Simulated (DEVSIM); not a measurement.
Device: abrupt Ge n-p junction, at 300 K.

```csv
layer (left to right),material,thickness (μm),Nd (cm⁻³),Na (cm⁻³),τn (s),τp (s)
1,Ge,0.240,4.7e16,-,9.1e-7,9.1e-7
2,Ge,130,-,9.9e17,9.1e-7,9.1e-7
```

Left contact: ohmic. Right contact: ohmic. Voltage is applied to the left contact. Recombination: SRH at mid-gap, Auger. Mobility is μmin + (μ − μmin)/(1 + (N/Nref)^α).

The device is made up for the run: typed textbook-type constants, with dimensions and the other settings drawn at random. Values at 300 K.

```tsv
parameter	Ge
gap (eV)	0.664
affinity (eV)	4
permittivity	16
Nc (cm⁻³)	1.04e19
Nv (cm⁻³)	6e18
μn (cm²/Vs)	3900
μp (cm²/Vs)	1900
μn,min	150
μp,min	100
Nref,n	2.6e17
Nref,p	4e17
αn	0.56
αp	0.6
Cn (cm⁶/s)	1e-31
Cp (cm⁶/s)	1e-31
```

DEVSIM, 1D drift-diffusion, Boltzmann statistics, complete ionisation; no tunnelling, impact ionisation, image-force lowering or self-heating.

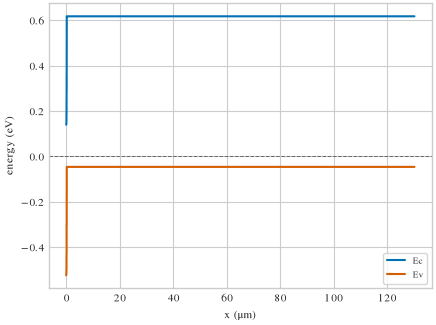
Fig. 1. Band edges at zero bias

Energies count from the Fermi level of the right contact; mesh points crowd at the junctions.

```csv
x (μm),Ec (eV),Ev (eV),n (cm⁻³),p (cm⁻³),field (V/cm)
0.000,0.140,-0.524,4.7e16,9.3e9,79
0.02961,0.140,-0.524,4.6e16,9.4e9,160
0.08816,0.144,-0.520,3.9e16,1.1e10,2000
0.1749,0.256,-0.408,5.3e14,8.3e11,31000
0.2319,0.519,-0.145,2.0e10,2.2e16,62000
0.2568,0.616,-0.048,4.7e8,9.3e17,3700
0.3121,0.617,-0.047,4.4e8,9.9e17,≈ 0
0.5300,0.617,-0.047,4.4e8,9.9e17,≈ 0
0.9556,0.617,-0.047,4.4e8,9.9e17,≈ 0
1.959,0.617,-0.047,4.4e8,9.9e17,≈ 0
4.321,0.617,-0.047,4.4e8,9.9e17,≈ 0
13.62,0.617,-0.047,4.4e8,9.9e17,≈ 0
31.80,0.617,-0.047,4.4e8,9.9e17,≈ 0
72.73,0.617,-0.047,4.4e8,9.9e17,≈ 0
111.9,0.617,-0.047,4.4e8,9.9e17,≈ 0
122.8,0.617,-0.047,4.4e8,9.9e17,≈ 0
127.1,0.617,-0.047,4.4e8,9.9e17,≈ 0
128.9,0.617,-0.047,4.4e8,9.9e17,≈ 0
129.8,0.617,-0.047,4.4e8,9.9e17,≈ 0
130.1,0.617,-0.047,4.4e8,9.9e17,≈ 0
130.2,0.617,-0.047,4.4e8,9.9e17,≈ 0
130.2,0.617,-0.047,4.4e8,9.9e17,≈ 0
```
